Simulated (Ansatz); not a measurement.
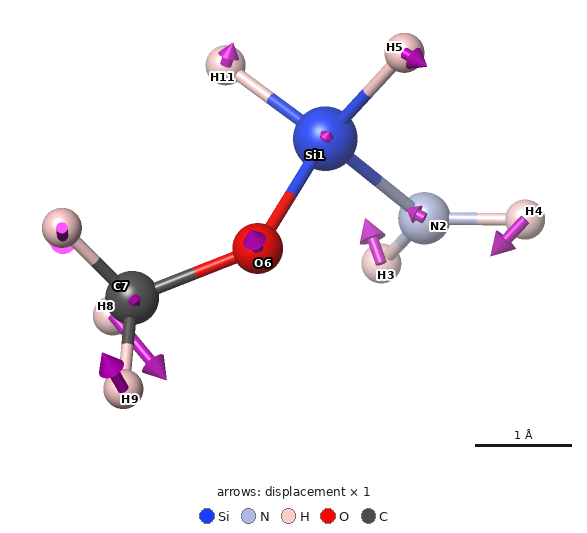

A relaxation of CH₇NOSi. The starting structure is drawn; purple arrows show the displacements, at their true length. The two geometries are superimposed by the best rigid fit.

The picture is a ball-and-stick view, seen at a tilt.

The run prepares the start of a later molecular dynamics calculation, from a guessed geometry.

Theory: RKS revPBE-D4/6-31G in Ansatz.

The input:
```yaml
crystal:
  periodic: [false, false, false]
  atoms:
    - { symbol: Si, position_ang: [0.0, 0.0, 0.0] }
    - { symbol: "N", position_ang: [0.0, 0.0, 1.82] }
    - { symbol: H, position_ang: [-0.877, -0.2713, 2.35] }
    - { symbol: H, position_ang: [0.877, 0.2713, 2.35] }
    - { symbol: H, position_ang: [1.3768, 0.0, -0.4862] }
    - { symbol: O, position_ang: [-0.7913, 1.3709, -0.5594] }
    - { symbol: C, position_ang: [-2.1512, 1.4177, -0.9653] }
    - { symbol: H, position_ang: [-2.7687, 0.8215, -0.2614] }
    - { symbol: H, position_ang: [-2.5023, 2.4707, -0.9639] }
    - { symbol: H, position_ang: [-2.2473, 0.9975, -1.9882] }
    - { symbol: H, position_ang: [-0.6877, -1.1914, -0.4862] }
basis:
  gaussian: { orbitals: "6-31G" }
hamiltonian:
  xc: revpbe
  dispersion: d4
relax:
  f_tol: 0.02
  max_steps: 40
```

Run as
```bash
ansatz run input.yaml --threads 1 --pin off --max-ram 2048MiB --backend cpu --events-out ev --progress --plain --runs-dir out
```

### Atoms of which element are displaced furthest, and by how much?

Hydrogen: up to 0.94 Å, against 0.31 Å for oxygen.

### What happened in the run?

H8 moves most after the best rigid fit: 0.94 Å. By element the largest moves are H 0.94 Å, O 0.31 Å, N 0.22 Å, C 0.12 Å, Si 0.11 Å. Some distances before and after: Si1–O6 1.679 → 1.762 Å, Si1–H11 1.459 → 1.521 Å, Si1–N2 1.820 → 1.768 Å, Si1–H5 1.460 → 1.505 Å. Bond angles that change, for instance: H5–Si1–O6 109.5° → 101.5°, N2–Si1–O6 109.5° → 116.9°, H3–N2–H4 120.0° → 114.0°. Groups turn about Si1–O6 by about 30°, O6–C7 by about 25°, Si1–N2 by about 20°. The energy falls by 10.5 kcal/mol in 11 accepted moves (13 points after the start). Largest force component: 2.5 eV/Å at the start, 0.012 eV/Å at the end. The line search rejected the trial steps at points 4, 9 of the run. The run took 15 s on 1 thread of AMD EPYC 9R45 96-Core Processor (Zen 5) (shared host), peak memory 0.17 GiB.

Limits of the set-up: the basis has no polarisation functions, which atoms past neon need.
